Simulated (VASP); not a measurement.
Band structure of CsPbBr3 (cubic perovskite). These are TPSS meta-GGA, VASP's PBE PAW potentials (set 64) (plane waves; VASP) values and carry that method's errors.

Unless said otherwise, spin-orbit coupling is left out, though it shifts the bands of the heavy elements here.

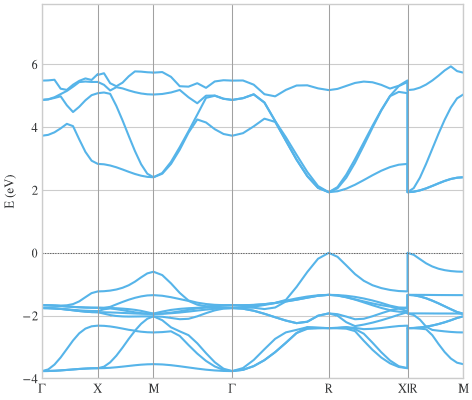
Fig. 1. Bands along high-symmetry lines, zero at the valence-band maximum or, without a gap, the Fermi level

Task: Read the plot: is there a gap, and where are the band edges?

Result: The gap is direct, 1.93 eV, from the valence maximum at R to the conduction minimum at R.

The compound is CsPbBr3 in the cubic perovskite structure, the ideal cubic form; the compound distorts at low or room temperature. It was relaxed first, which changed the volume by +8 %.
